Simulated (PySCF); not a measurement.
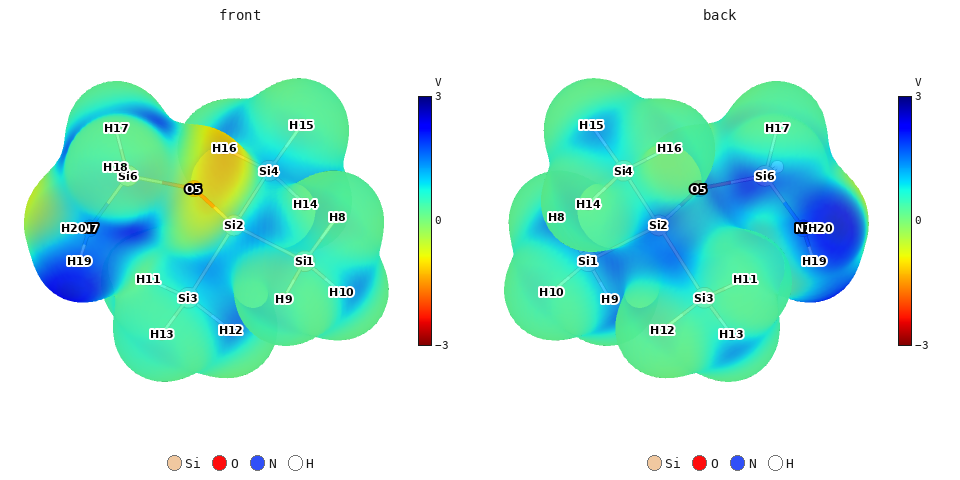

The picture shows: H13NOSi5 (SMILES N[SiH2]O[Si]([SiH3])([SiH3])[SiH3]). The electrostatic potential painted on the density surface at 0.004 e/bohr³, seen from the front and from behind; red is negative and blue positive.

Geometry: PBE0-D3(BJ)/def2-SVP.

Computed with PBE0/pcSseg-1, SCF density, gas phase, non-relativistic (PySCF).

```xyz
20

Si   -1.3209   -2.4419    0.8600
Si    0.0515   -0.6809    0.1440
Si   -0.9057    0.2481   -1.7961
Si    2.1701   -1.5037   -0.4517
O     0.2036    0.4306    1.3891
Si    0.3487    2.0883    1.4885
N    -0.4292    2.8943    0.1848
H    -0.7572   -3.1059    2.0754
H    -2.6986   -1.9492    1.1731
H    -1.4125   -3.4507   -0.2423
H    -0.0097    1.2396   -2.4690
H    -1.1162   -0.8864   -2.7547
H    -2.2365    0.8780   -1.5332
H     2.0248   -2.4880   -1.5702
H     2.8356   -2.1827    0.7030
H     3.0463   -0.3819   -0.9159
H     1.7922    2.4521    1.4254
H    -0.2807    2.4740    2.7790
H    -1.4183    3.1070    0.1597
H     0.0671    3.2641   -0.6156
```

Q: Where is the surface potential most negative and most positive?

A: The most negative region (about −1.2 V) lies over O5, the most positive (about +2.4 V) over H19 and H20. O5 is the likeliest acceptor of a hydrogen bond.
